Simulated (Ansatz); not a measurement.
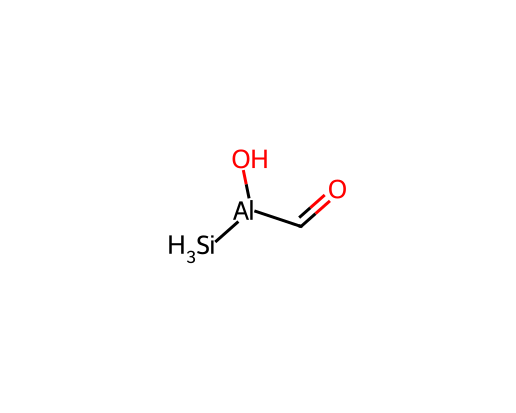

2D structure.

Give its SMILES.

O=[CH][Al]([OH])[SiH3]

What is the molecular formula?

CH5AlO2Si.

An optimisation with PBE0-D4/def2-TZVP gave a structure of which point group?

Cs. Other conformers may differ.

More results for the same structure follow; atom numbers are the same in all pictures, views and colours differ. The computed structure is the end point of a PBE0-D4/def2-TZVP optimisation.

### Geometry

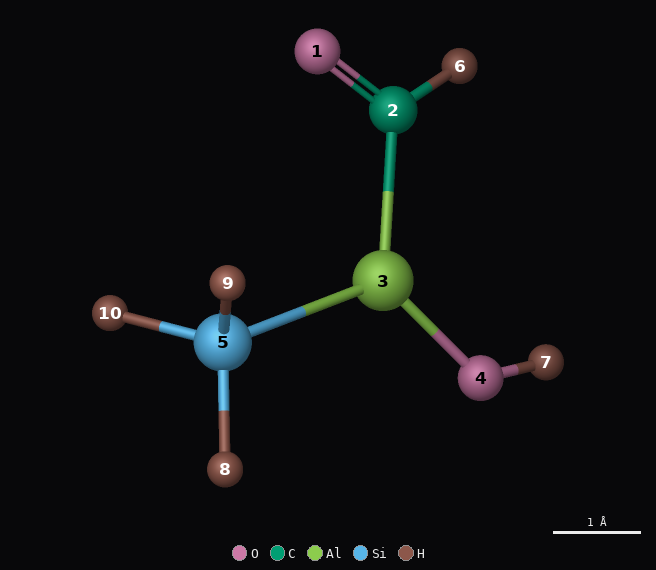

The atoms are numbered.

Which atoms are bonded, and how long are the bonds?

```tsv
bond	length (Å)
O1–C2	1.213
C2–Al3	2.025
C2–H6	1.120
Al3–O4	1.695
Al3–Si5	2.442
O4–H7	0.955
Si5–H8	1.489
Si5–H9	1.490
Si5–H10	1.490
```

### Charges

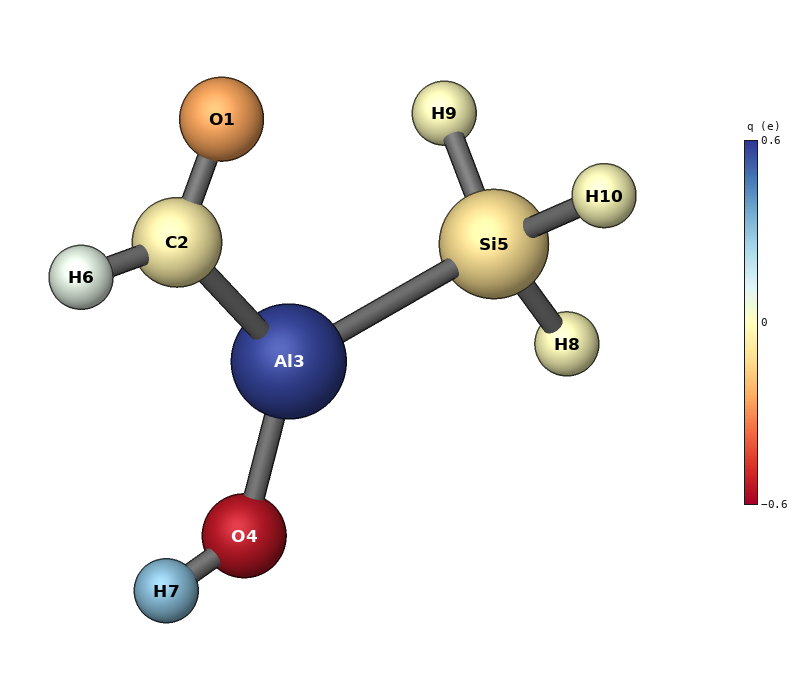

Atoms are coloured by their Mulliken charges. Method: RKS PBE0-D4/def2-TZVP (Ansatz 0.2.0).

Give the Mulliken charges atom by atom.

```
atom  value (e)
  O1      −0.25
  C2      −0.05
 Al3       0.57
  O4      −0.54
 Si5      −0.11
  H6       0.09
  H7       0.31
  H8      −0.01
  H9      −0.01
 H10      −0.01
```

### Electronic properties

Method: RKS CAM-B3LYP-D4/def2-TZVPP (Ansatz 0.2.0).

Estimate the dispersion correction.

−16.6 kJ/mol.

Estimate the HOMO energy (Kohn–Sham orbital).

−7.96 eV.

What is the HOMO–LUMO gap?

6.82 eV.

### Dipole moment

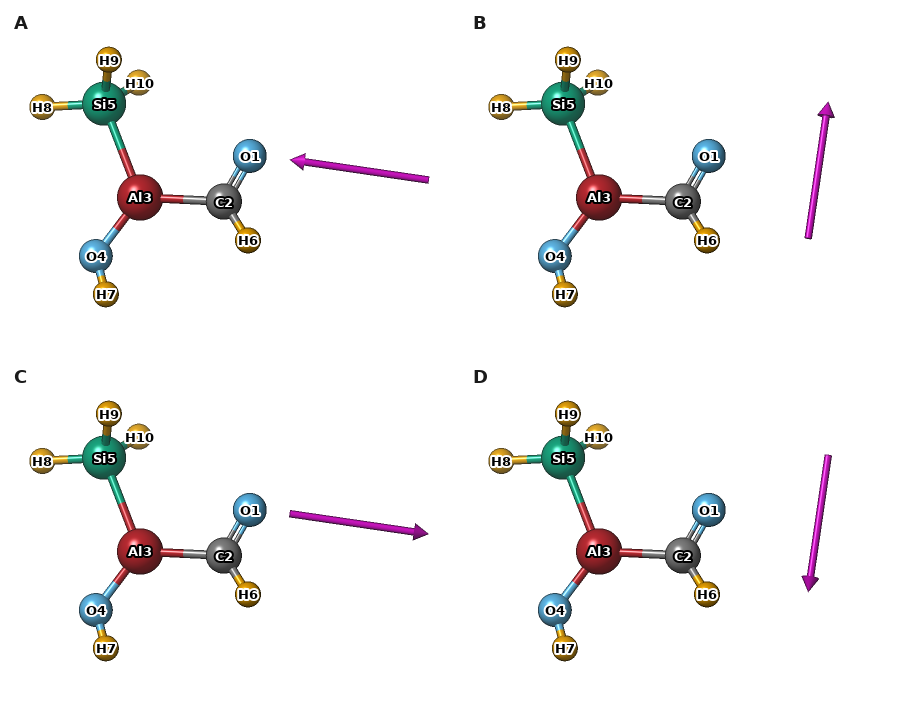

The same molecule four times, each with an arrow. Method: RKS B3LYP-D4/def2-TZVPP (Ansatz 0.2.0).

Which arrow points along the dipole moment, from the negative to the positive end?

D. The dipole moment is 2.78 D; it points from the side of H9, H10 to the side of H7 (the outermost atoms at the two ends).

Mulliken values depend strongly on the basis set and can even reverse the polarity of a bond.
